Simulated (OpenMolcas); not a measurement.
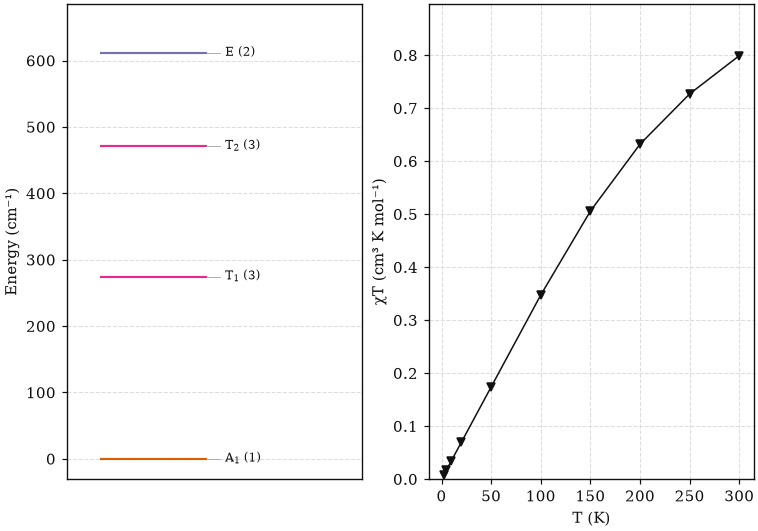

Levels of a 4f ion of charge +3 as a dopant in CaF₂, a cluster with its 8 nearest F⁻ at 2.366 Å (cube) embedded in model potentials and point charges; the geometry was set, not optimised. Labels give the representation in O, Td, D4 or D3 as the site allows (double group for half-integer spin) where it could be assigned and, in brackets, the degeneracy; spin-free states, where drawn, share the zero of the spin-orbit levels. Level of the calculation: state-averaged CASSCF, the open shell active, basis ANO-RCC-VDZP on all atoms, DKH2 scalar Hamiltonian, spin-orbit coupling by RASSI with atomic mean-field integrals (OpenMolcas). Powder susceptibility by Van Vleck's formula.

> Which ion is the dopant?

Pm³⁺ (4f⁴). The ground level is A₁, non-degenerate, 98 % from states of spin multiplicity 5, effective J = 4.00, with |mJ| = 0 the largest share (58 %). The next level lies at 274 cm⁻¹ (T₁). The lowest J multiplet spreads over 611 cm⁻¹. χT is 0.00695 cm³ K mol⁻¹ at 2 K and 0.799 at 300 K, an effective moment of 2.53 μB. The active orbitals hold 99 to 100 % metal character (Löwdin), and the Mulliken charge of the metal is +2.36.

Known limits: high states of lower spin left out of the spin-orbit mixing; the geometry is set by hand, with no relaxation and no charge compensation; spin-free states above about 40,000 cm⁻¹ are left out of the spin-orbit step.
